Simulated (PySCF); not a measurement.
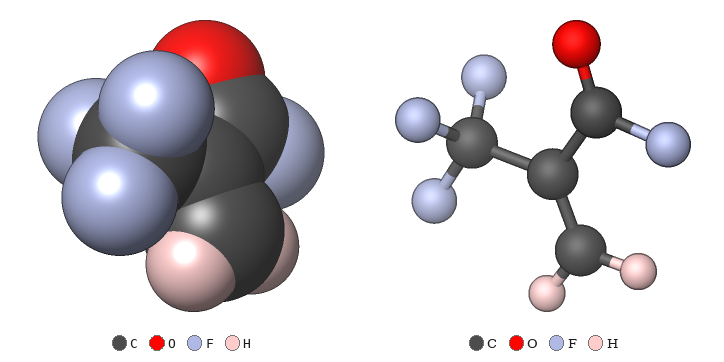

The same structure drawn twice, from different directions.

The geometry was computed by an optimisation with GFN2-xTB. No frequency run is at hand to confirm it as a minimum.

Describe the molecule.

The molecule is C4H2F4O. As SMILES it reads `C=C(C(=O)F)C(F)(F)F`. It has no ring. Among its groups: alkene, C–F bond. Coordination: 3 C trigonal planar; 1 C tetrahedral.

The parts below concern this one geometry. Atoms keep their numbers from picture to picture.

**Spin–spin coupling**

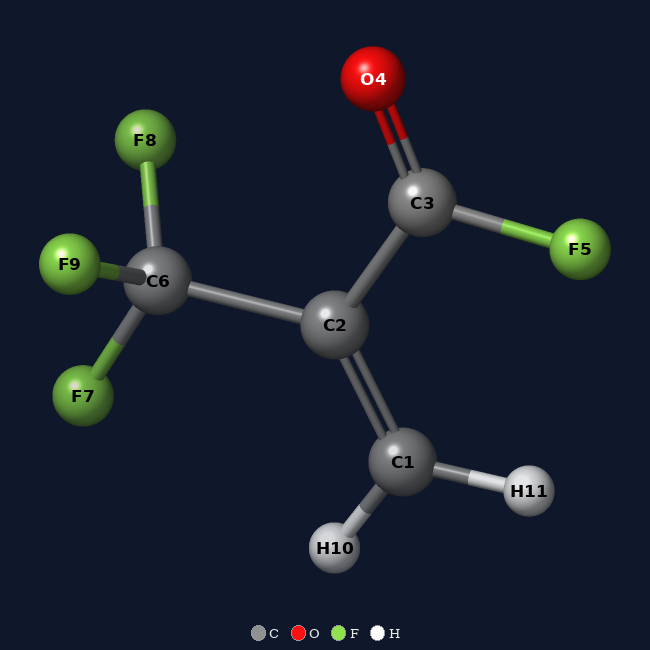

No frequency run is at hand to confirm it as a minimum. Method: B3LYP/pcJ-1 indirect spin-spin coupling, non-relativistic, gas phase (PySCF 2.14.0). Isotopes: 13C, 19F, 1H, 17O.

Give the spin–spin coupling constants of these pairs, with the number of bonds between them: C6/F8, C6/F7, C2/F7, O4/F5, F7/F9, C3/F8, C3/F7.

```
  pair  bonds apart  J (Hz)
C6, F8            1  −346.5
C6, F7            1  −334.0
C2, F7            2    31.8
O4, F5            2    65.2
F7, F9            2    73.1
C3, F8            3    −2.5
C3, F7            3     7.6
```

Density functionals are unreliable for couplings to fluorine, so those rows may be far off.

**Electronic properties**

No frequency run is at hand to confirm it as a minimum. Properties computed with B3LYP/pcJ-1, gas phase (PySCF 2.14.0).

What is the HOMO energy (Kohn–Sham orbital)?

Answer. −9.32 eV.

Estimate the dipole moment.

Answer. 3.81 D.

Estimate the HOMO–LUMO gap.

Answer. 6.41 eV.

**Quadrupole coupling**

No frequency run is at hand to confirm it as a minimum. Electric field gradients from the ground-state density, B3LYP/pcJ-1 (PySCF 2.14.0), non-relativistic apart from any core potentials.

Give the largest field-gradient component, the quadrupole coupling constant and the asymmetry for 17O at O4 (Q = −25.6 mb), 2H at H10 (Q = 2.86 mb), 2H at H11 (Q = 2.86 mb).

| atom | V_zz (a.u.) | e²qQ/h (MHz) | η |
| --- | --- | --- | --- |
| O4 | −1.600 | 9.62 | 0.47 |
| H10 | 0.312 | 0.210 | 0.02 |
| H11 | 0.312 | 0.210 | 0.02 |
